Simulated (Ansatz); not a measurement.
# H2O2 (triplet): correlated methods under varied settings at distance O1–H3 along a hydrogen transfer = 1.161 Å

What do other methods and options give for H2O2 (triplet) at this geometry, and how long do they take?

Program: Ansatz 0.2.0, Gaussian basis. Level of theory: the settings change from run to run. These are calculated values, not measurements.

7 further runs of the same task are left out: 7 that didn't finish.

**1. The system**

The geometry derives from fragments relaxed apart (PBE0/def2-TZVP) and kept rigid, so it is no stationary point. A hydrogen atom is moved between rigid fragments.

4 atoms, charge 0, spin multiplicity 3.

Atoms are counted from 1 here; the program's logs count them from 0.

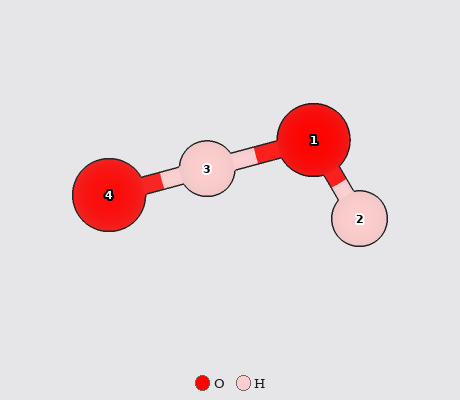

The geometry (oxygen red, hydrogen pink); atoms are numbered from 1 in the order of the file.

**2. CASSCF(4,3)/6-31G**

File in.yaml:

```yaml
crystal:
  periodic: [false, false, false]
  atoms:
    - {symbol: O, position_ang: [-1.076406, -0.027457, 0.000000]}
    - {symbol: H, position_ang: [-1.325715, 0.899119, 0.000000]}
    - {symbol: H, position_ang: [0.084594, -0.027457, 0.000000]}
    - {symbol: O, position_ang: [1.154594, -0.027457, 0.000000]}
basis:
  gaussian: {orbitals: 6-31G}
magnetization: {spin_polarized: false, initial_magnetization: 2}
correlation: {active_space: {window: {electrons: 4, orbitals: 3}}}
```

On the command line:

```sh
> ansatz run in.yaml --threads 1 --pin off --events-out ev --progress --plain --max-ram 2393MiB
```

Standard output:

```text
Functional definition: HF
  name "HF"
  cite "Fock, Z. Phys. 61, 126 (1930) doi:10.1007/BF01340294"
  parent pbe
  exchange = exact_x
  correlation = 0
214 factors; integrals over basis functions are off by at most 3.3e-4 eV
mean field evaluation 1: about -4098.0114 eV, gradient 1.9e1 eV
mean field evaluation 2: about -4098.0144 eV, gradient 1.9e1 eV
mean field evaluation 4: about -4099.9374 eV, gradient 2.1e0 eV
mean field evaluation 8: about -4100.0360 eV, gradient 9.3e-1 eV
mean field evaluation 16: about -4100.0720 eV, gradient 1.4e-6 eV
mean field evaluation 32: about -4099.5463 eV, gradient 3.4e-1 eV
mean field evaluation 64: about -4099.7971 eV, gradient 1.6e-6 eV
mean field evaluation 96: about -4099.8209 eV, gradient 5.7e-1 eV
mean field evaluation 128: about -4100.0720 eV, gradient 3.3e-2 eV
mean field evaluation 160: about -4100.0713 eV, gradient 7.5e-2 eV
mean field evaluation 192: about -4099.8443 eV, gradient 2.6e-1 eV
mean field evaluation 224: about -4100.0720 eV, gradient 1.6e-3 eV
mean field -4100.07201159 eV, -150.6748672972 hartree, gradient 6.0e-6 eV, S^2 2.000000; 17 other end points of the search recorded, 0 dependent functions left out
reference -4100.07201159 eV, -150.6748672972 hartree; 10, 8 occupied and 12, 14 virtual orbitals, 214 factors
state -4100.07201159 eV, -150.6748672972 hartree
Total energy: -4100.07201159 eV, -150.6748672972 hartree
```

It took 0.84 s on 1 thread of Arm Neoverse V1, shared host.

From the report: 9 determinants; active occupations 2.00, 1.00, 1.00. With so small a space the active step adds no correlation: the energy is the mean field's.

**3. MP2 on UHF/6-31G***

in.yaml, as its differences from that of step 2:

```diff
@@ -8,4 +8,4 @@
 basis:
-  gaussian: {orbitals: 6-31G}
-magnetization: {spin_polarized: false, initial_magnetization: 2}
-correlation: {active_space: {window: {electrons: 4, orbitals: 3}}}
+  gaussian: {orbitals: "6-31G*"}
+magnetization: {spin_polarized: true, initial_magnetization: 2}
+correlation: {method: mp2, electrons: all}
```

The command is unchanged.

Standard output, shortened:

```text
Functional definition: HF
  name "HF"
  cite "Fock, Z. Phys. 61, 126 (1930) doi:10.1007/BF01340294"
  parent pbe
[...]
314 factors; integrals over basis functions are off by at most 6.7e-4 eV
[...]
mean field -4101.41868142 eV, -150.7243565006 hartree, gradient 9.0e-6 eV, S^2 2.046382; 18 other end points of the search recorded, 0 dependent functions left out
reference -4101.41868142 eV, -150.7243565006 hartree; 10, 8 occupied and 24, 26 virtual orbitals, 314 factors
second order -8.27159075 eV of doubles, -0.00000000 eV of singles
Total energy: -4109.69027216 eV, -151.0283318538 hartree
```

It took 0.9 s on 1 thread of Arm Neoverse V1, shared host.

From the report: ⟨S²⟩ of the determinant 2.046 (pure triplet: 2.00).

**4. CISDT/STO-3G**

in.yaml, as its differences from that of step 3:

```diff
@@ -8,4 +8,5 @@
 basis:
-  gaussian: {orbitals: "6-31G*"}
-magnetization: {spin_polarized: true, initial_magnetization: 2}
-correlation: {method: mp2, electrons: all}
+  gaussian: {orbitals: STO-3G, fitting: {mean_field: def2-universal-jkfit}}
+magnetization: {spin_polarized: false, initial_magnetization: 2}
+correlation: {active_space: {ras: {orbitals: [8, 2, 2], electrons: 18, max_holes: 3, max_particles: 3}, fixed_orbitals: true}}
+accuracy: high
```

Launched as before.

Standard output:

```text
Functional definition: HF
  name "HF"
  cite "Fock, Z. Phys. 61, 126 (1930) doi:10.1007/BF01340294"
  parent pbe
  exchange = exact_x
  correlation = 0
190 factors; integrals over basis functions are off by at most 5.1e-3 eV
mean field evaluation 1: about -4043.6975 eV, gradient 1.5e1 eV
mean field evaluation 2: about -4045.7363 eV, gradient 5.7e0 eV
mean field evaluation 4: about -4045.9647 eV, gradient 1.1e0 eV
mean field evaluation 8: about -4046.0178 eV, gradient 2.3e-2 eV
mean field evaluation 16: about -4045.9247 eV, gradient 8.5e-1 eV
mean field evaluation 32: about -4045.4276 eV, gradient 6.3e-1 eV
mean field evaluation 64: about -4046.0119 eV, gradient 2.5e-2 eV
mean field evaluation 96: about -4046.0059 eV, gradient 7.8e-3 eV
mean field -4046.01779525 eV, -148.6884114861 hartree, gradient 1.2e-8 eV, S^2 2.000000; 18 other end points of the search recorded, 0 dependent functions left out
reference -4046.01779525 eV, -148.6884114861 hartree; 10, 8 occupied and 2, 4 virtual orbitals, 190 factors
state -4048.10563050 eV, -148.7651380161 hartree
Total energy: -4048.10563050 eV, -148.7651380161 hartree
```

Run time: 0.51 s. Hardware: 1 thread of Arm Neoverse V1, shared host.

From the report: 7,020 determinants.

**5. NEVPT4(SD)(2,5)/6-31G**

File in.yaml:

```yaml
crystal:
  periodic: [false, false, false]
  atoms:
    - {symbol: O, position_ang: [-1.076406, -0.027457, 0.000000]}
    - {symbol: H, position_ang: [-1.325715, 0.899119, 0.000000]}
    - {symbol: H, position_ang: [0.084594, -0.027457, 0.000000]}
    - {symbol: O, position_ang: [1.154594, -0.027457, 0.000000]}
basis:
  gaussian: {orbitals: 6-31G}
magnetization: {spin_polarized: false, initial_magnetization: 2}
correlation: {method: fic_nevpt4_sd, electrons: all, active_space: {window: {electrons: 2, orbitals: 5}, states: [{multiplicity: 3, weights: [1, 1]}], root: 1}}
scf: {lower_state_search: light}
```

Same command.

Standard output, shortened:

```text
Functional definition: HF
  name "HF"
  cite "Fock, Z. Phys. 61, 126 (1930) doi:10.1007/BF01340294"
  parent pbe
[...]
374 factors; integrals over basis functions are off by at most 6.9e-8 eV
[...]
mean field -4100.07210136 eV, -150.6748705961 hartree, gradient 6.0e-6 eV, S^2 2.000000; 17 other end points of the search recorded, 0 dependent functions left out
reference -4100.07210136 eV, -150.6748705961 hartree; 10, 8 occupied and 12, 14 virtual orbitals, 374 factors
state -4099.85698112 eV, -150.6669650734 hartree
state -4088.73832652 eV, -150.2583620534 hartree
state -4099.85698112 eV, -150.6669650734 hartree; corrected -4106.18586340 eV, -150.8995472071 hartree
state -4088.73832652 eV, -150.2583620534 hartree; corrected -4095.38062603 eV, -150.5024620579 hartree
state -4099.10073432 eV, -150.6391735160 hartree
state -4088.78224457 eV, -150.2599760119 hartree
state -4099.10073432 eV, -150.6391735160 hartree; corrected -4105.29932737 eV, -150.8669676090 hartree
state -4088.78224457 eV, -150.2599760119 hartree; corrected -4094.57610147 eV, -150.4728963258 hartree
state -4099.85698112 eV, -150.6669650734 hartree; corrected -4106.18586340 eV, -150.8995472071 hartree
state -4088.73832652 eV, -150.2583620534 hartree; corrected -4095.38062603 eV, -150.5024620579 hartree
Total energy: -4095.38062603 eV, -150.5024620579 hartree
```

Run time: 2.1 s. Hardware: 1 thread of Arm Neoverse V1, shared host.

From the report: 12 determinants; active occupations (of the averaged states) 1.00, 0.50, 0.50, 0.00, 0.00.

**6. NEVPT2(4,4)/6-31G**

in.yaml, as its differences from that of step 5:

```diff
@@ -10,3 +10,2 @@
 magnetization: {spin_polarized: false, initial_magnetization: 2}
-correlation: {method: fic_nevpt4_sd, electrons: all, active_space: {window: {electrons: 2, orbitals: 5}, states: [{multiplicity: 3, weights: [1, 1]}], root: 1}}
-scf: {lower_state_search: light}
+correlation: {method: sc_nevpt2, electrons: all, active_space: {window: {electrons: 4, orbitals: 4}}}
```

Launched as before.

Standard output, shortened:

```text
Functional definition: HF
  name "HF"
  cite "Fock, Z. Phys. 61, 126 (1930) doi:10.1007/BF01340294"
  parent pbe
[...]
214 factors; integrals over basis functions are off by at most 3.3e-4 eV
[...]
mean field -4100.07201159 eV, -150.6748672972 hartree, gradient 6.0e-6 eV, S^2 2.000000; 17 other end points of the search recorded, 0 dependent functions left out
reference -4100.07201159 eV, -150.6748672972 hartree; 10, 8 occupied and 12, 14 virtual orbitals, 214 factors
state -4101.09606970 eV, -150.7125007387 hartree
state -4101.09606970 eV, -150.7125007387 hartree; corrected -4105.91923725 eV, -150.8897488770 hartree
state -4100.70725539 eV, -150.6982120764 hartree
state -4100.70725539 eV, -150.6982120764 hartree; corrected -4105.87354901 eV, -150.8880698649 hartree
state -4101.09606970 eV, -150.7125007387 hartree; corrected -4105.91923725 eV, -150.8897488770 hartree
Total energy: -4105.91923725 eV, -150.8897488770 hartree
```

Wall time 0.87 s (1 thread of Arm Neoverse V1, shared host).

From the report: 18 determinants; active occupations 1.97, 1.00, 1.00, 0.03.

**7. MP2 on ROHF/6-31G**

in.yaml, as its differences from that of step 6:

```diff
@@ -10,2 +10,4 @@
 magnetization: {spin_polarized: false, initial_magnetization: 2}
-correlation: {method: sc_nevpt2, electrons: all, active_space: {window: {electrons: 4, orbitals: 4}}}
+correlation: {method: mp2, electrons: all}
+accuracy: high
+output: {forces: true}
```

The command is unchanged.

Standard output, shortened:

```text
Functional definition: HF
  name "HF"
  cite "Fock, Z. Phys. 61, 126 (1930) doi:10.1007/BF01340294"
  parent pbe
[...]
399 factors; integrals over basis functions are off by at most 3.2e-9 eV
[...]
mean field -4100.07210142 eV, -150.6748705985 hartree, gradient 6.3e-8 eV, S^2 2.000000; 17 other end points of the search recorded, 0 dependent functions left out
[...]
reference -4100.07210142 eV, -150.6748705985 hartree; 10, 8 occupied and 12, 14 virtual orbitals, 399 factors
second order -5.52441335 eV of doubles, -0.19223946 eV of singles
[...]
Total energy: -4105.78875423 eV, -150.8849537144 hartree
Atom 0 at    -1.076406    -0.027457     0.000000 Å, force     1.610107    -1.210391     0.000000 eV/Å
Atom 1 at    -1.325715     0.899119     0.000000 Å, force    -0.259734     1.344882     0.000000 eV/Å
Atom 2 at     0.084594    -0.027457     0.000000 Å, force    -5.220724    -0.368858    -0.000000 eV/Å
Atom 3 at     1.154594    -0.027457     0.000000 Å, force     3.870351     0.234367    -0.000000 eV/Å
Dipole moment:     0.056044     0.419220    -0.000000 e Å
```

Wall time 1 s (1 thread of Arm Neoverse V1, shared host).

**8. MP2 on ROHF/cc-pVDZ**

in.yaml, as its differences from that of step 7:

```diff
@@ -8,6 +8,5 @@
 basis:
-  gaussian: {orbitals: 6-31G}
+  gaussian: {orbitals: cc-pVDZ}
 magnetization: {spin_polarized: false, initial_magnetization: 2}
-correlation: {method: mp2, electrons: all}
-accuracy: high
+correlation: {method: mp2, electrons: outside_noble_gas}
 output: {forces: true}
```

Same command.

Standard output, shortened:

```text
Functional definition: HF
  name "HF"
  cite "Fock, Z. Phys. 61, 126 (1930) doi:10.1007/BF01340294"
  parent pbe
[...]
344 factors; integrals over basis functions are off by at most 1.6e-3 eV
[...]
mean field -4101.62111340 eV, -150.7317957389 hartree, gradient 3.5e-6 eV, S^2 2.000000; 16 other end points of the search recorded, 0 dependent functions left out
[...]
2 core orbitals not correlated: weight in the atoms' cores, before any rotation towards them, 1.000 or more for the frozen orbitals, at most 0.000 for the correlated occupied ones
reference -4101.62111340 eV, -150.7317957389 hartree; 8, 6 occupied and 28, 30 virtual orbitals, 344 factors
second order -9.02002929 eV of doubles, -0.26114446 eV of singles
[...]
Total energy: -4110.90228715 eV, -151.0728725832 hartree
Atom 0 at    -1.076406    -0.027457     0.000000 Å, force     1.286318    -0.972881    -0.000000 eV/Å
Atom 1 at    -1.325715     0.899119     0.000000 Å, force     0.339305     0.778858     0.000000 eV/Å
Atom 2 at     0.084594    -0.027457     0.000000 Å, force    -4.289991    -0.070751     0.000000 eV/Å
Atom 3 at     1.154594    -0.027457     0.000000 Å, force     2.664369     0.264774     0.000000 eV/Å
Dipole moment:    -0.002630     0.330542     0.000000 e Å
```

Run time: 1.9 s. Hardware: 1 thread of Arm Neoverse V1, shared host.

**9. BCCD on UHF/cc-pVDZ**

in.yaml, as its differences from that of step 8:

```diff
@@ -9,4 +9,4 @@
   gaussian: {orbitals: cc-pVDZ}
-magnetization: {spin_polarized: false, initial_magnetization: 2}
-correlation: {method: mp2, electrons: outside_noble_gas}
+magnetization: {spin_polarized: true, initial_magnetization: 2}
+correlation: {method: bccd, electrons: outside_noble_gas, diis_vectors: 2}
 output: {forces: true}
```

Launched as before.

Standard output, shortened:

```text
Functional definition: HF
  name "HF"
  cite "Fock, Z. Phys. 61, 126 (1930) doi:10.1007/BF01340294"
  parent pbe
[...]
344 factors; integrals over basis functions are off by at most 1.6e-3 eV
[...]
mean field -4102.12904733 eV, -150.7504619664 hartree, gradient 1.6e-6 eV, S^2 2.043890; 19 other end points of the search recorded, 0 dependent functions left out
determinant -4102.12904733 eV, -150.7504619664 hartree, with singles and doubles -4111.67494147 eV, -151.1012671056 hartree
determinant -4102.08054807 eV, -150.7486796515 hartree, with singles and doubles -4111.60319747 eV, -151.0986305622 hartree
determinant -4101.70313824 eV, -150.7348100961 hartree, with singles and doubles -4110.91732055 eV, -151.0734250503 hartree
determinant -4101.64523562 eV, -150.7326822141 hartree, with singles and doubles -4110.71125561 eV, -151.0658523035 hartree
[...]
2 core orbitals not correlated: weight in the atoms' cores, before any rotation towards them, 1.000 or more for the frozen orbitals, at most 0.000 for the correlated occupied ones
reference -4102.12904733 eV, -150.7504619664 hartree; 8, 6 occupied and 28, 30 virtual orbitals, 344 factors
second order -8.76803897 eV of doubles, -0.00000000 eV of singles
cycle   1  -9.52498071 eV  change    2.6e-2 eV  update   9.1e-3
[...]
cycle  35  -9.52857645 eV  change    8.2e-9 eV  update   2.8e-8
[...]
the multipliers restart with 30 DIIS vectors
Total energy: -4111.65762377 eV, -151.1006306921 hartree
Atom 0 at    -1.076406    -0.027457     0.000000 Å, force    -0.836133    -0.731317     0.000000 eV/Å
Atom 1 at    -1.325715     0.899119     0.000000 Å, force     0.022583     0.829092    -0.000000 eV/Å
Atom 2 at     0.084594    -0.027457     0.000000 Å, force    -0.968361    -0.416597    -0.000000 eV/Å
Atom 3 at     1.154594    -0.027457     0.000000 Å, force     1.781912     0.318822     0.000000 eV/Å
Dipole moment:    -0.195562     0.327037    -0.000000 e Å
```

Run time: 33 s. Hardware: 1 thread of Arm Neoverse V1, shared host.

From the report: ⟨S²⟩ of the determinant 2.044 (pure triplet: 2.00); correlation -9.5286 eV; largest double amplitude 0.04.

**10. The runs in one table**

Where basis and cores are those of an earlier UCCSDT(Q)/cc-pVDZ run (-4111.8971 eV), and the state is the same kind, the miss against it is given.

```tsv
level	correlated	functions	energy (eV)	from UCCSDT(Q) (meV)	time
CASSCF(4,3)/6-31G		22	-4100.0720		0.84 s
MP2 on UHF/6-31G*	all	34	-4109.6903		0.9 s
CISDT/STO-3G	all	12	-4048.1056		0.51 s
NEVPT4(SD)(2,5)/6-31G (excited root 1 of an average)	all	22	-4095.3806		2.1 s
NEVPT2(4,4)/6-31G	all	22	-4105.9192		0.87 s
MP2 on ROHF/6-31G	all	22	-4105.7888		1 s
MP2 on ROHF/cc-pVDZ	outside noble gas	38	-4110.9023	994.8	1.9 s
BCCD on UHF/cc-pVDZ	outside noble gas	38	-4111.6576	239.5	33 s
```

**11. Results**

| quantity | value |
| --- | --- |
| runs | 8 |
| quickest | CISDT/STO-3G, 0.51 s |
| slowest | BCCD on UHF/cc-pVDZ, 33 s |

**Reading.** Total energies in different bases, with other cores or another treatment of relativity can't be set against each other. BCCD on UHF/cc-pVDZ took 64 times as long as CISDT/STO-3G; the jobs differ in more than the method. Among the correlated runs with a miss given, it spans +239 to +995 meV.
